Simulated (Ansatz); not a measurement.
CH₂GeSn (SMILES [CH2]1[Ge]#[Sn]1)

```xyz
5

C    -2.1766    1.5247   -1.1601
Ge   -1.1113    0.7240    0.2411
Sn   -1.0444   -0.3062   -2.1764
H    -2.9532    2.2342   -0.8368
H    -2.2416    1.5728   -2.2824
```

Geometry: B3LYP-D3(BJ)/def2-SVP; core potentials replace the inner electrons of Sn.

Method: Ansatz, isolated molecule in a Gaussian basis; Kohn-Sham density functional theory, functional PBE0.

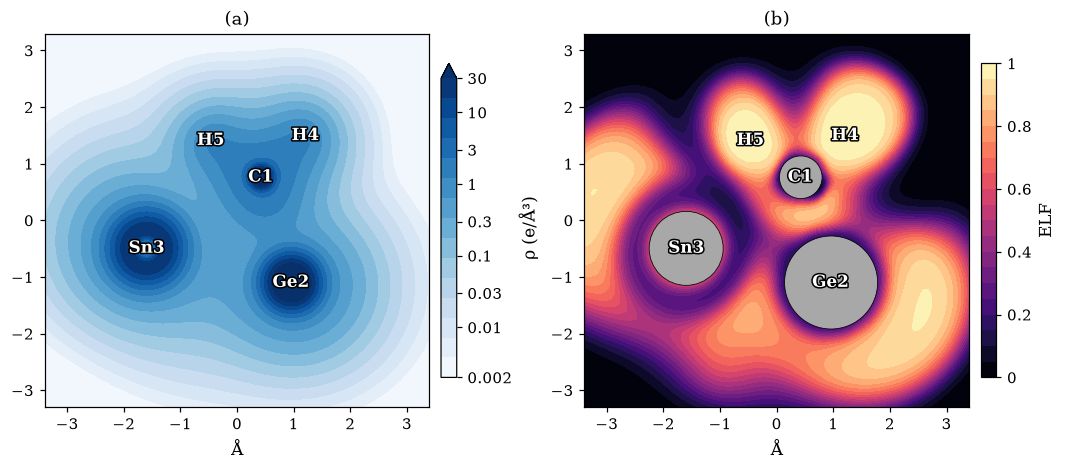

Figure 1. (a) electron density; (b) electron localisation function on the plane of atoms C1, Ge2 and Sn3. Grey discs cover the atomic cores in the ELF map.

> Describe what can be read from this map.

- The plane passes through C, Ge, Sn and H nuclei.
- C–Ge (1.93 Å): ρ at the midpoint is about 0.81 e/Å³; the ELF peaks at about 0.85 in the valence shell of C, 0.7 Å from its nucleus, and is about 0.50 at the midpoint.
- C–Sn (2.38 Å): ρ at the midpoint is about 0.37 e/Å³; the ELF peaks at about 0.70 in the valence shell of C, 0.7 Å from its nucleus, and drops to about 0.15 between the two atoms.
- Sn–Ge (2.63 Å): the density is about 0.4 e/Å³ at the midpoint; the ELF reaches about 0.55 near the midpoint.
- C–H (1.10 Å): ρ is about 1.9 e/Å³ halfway; the ELF climbs to about 1 towards the hydrogen, as it does in any bond to H; a covalent bond by its length.

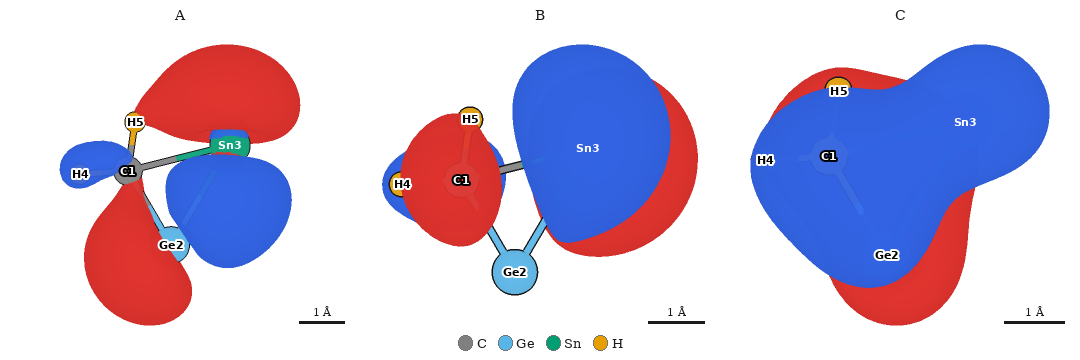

Figure 2. Three frontier orbitals at ±0.08 Å⁻³ᐟ² (blue and red are the two phases), in no order.

> Which picture is the HOMO−1, the HOMO and the LUMO?

C is the HOMO−1 (−6.84 eV). By Hirshfeld shares it lies mainly on C1 (about 45 %), Ge2 (about 25 %) and Sn3 (about 25 %). A is the HOMO (−5.30 eV). Its weight (Hirshfeld) is mainly on Sn3 (about 50 %) and Ge2 (about 40 %). B is the LUMO (−2.57 eV). By Hirshfeld shares it lies mainly on Sn3 (about 70 %) and C1 (about 15 %).

> What is the HOMO–LUMO gap?

2.73 eV between the orbital energies.

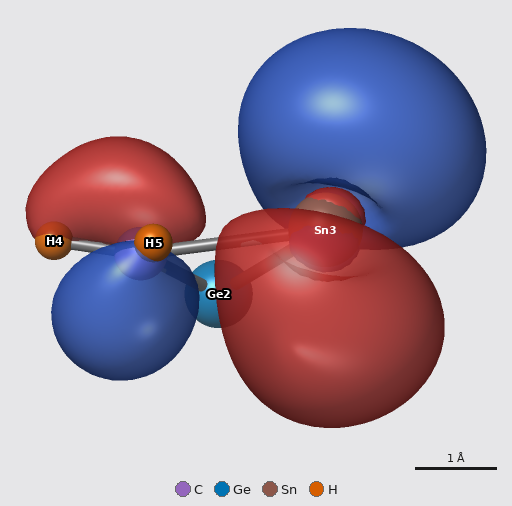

Figure 3. The LUMO at ±0.08 Å⁻³ᐟ² (red and blue are the two phases), seen from one side.

> What is the character of this orbital?

By Hirshfeld shares it lies mainly on Sn3 (about 70 %) and C1 (about 15 %). Its energy is −2.57 eV.
